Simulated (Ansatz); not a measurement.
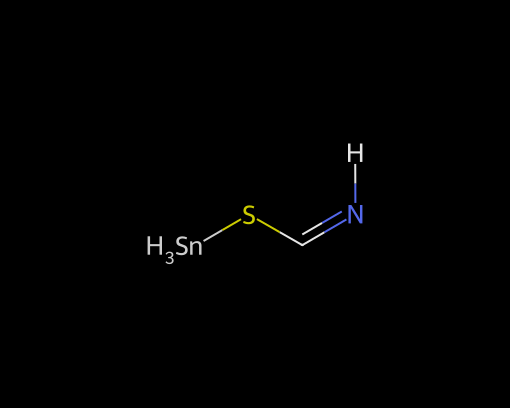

The drawing above gives the connectivity. The computed structure is the end point of a PBE0-D4/def2-TZVP optimisation. No frequency run is at hand to confirm it as a minimum.

What does the molecule look like in three dimensions?

Formula CH5NSSn. As SMILES it reads `[H]/N=C\[S][SnH3]`. Among its groups: imine. Coordination: 1 N bent; 1 C trigonal planar; 1 S bent; 1 Sn tetrahedral.

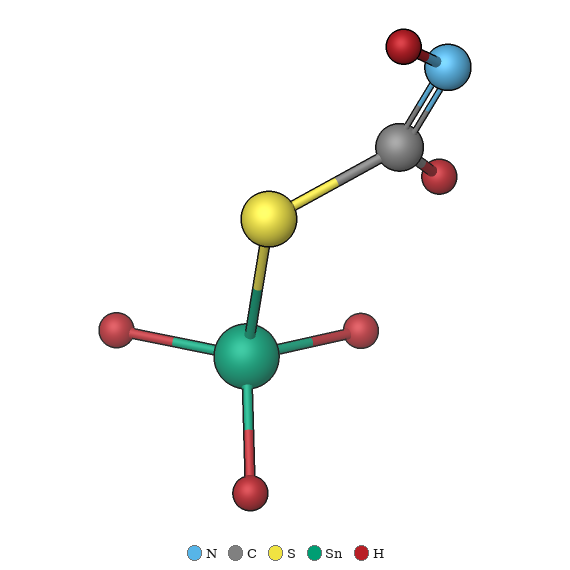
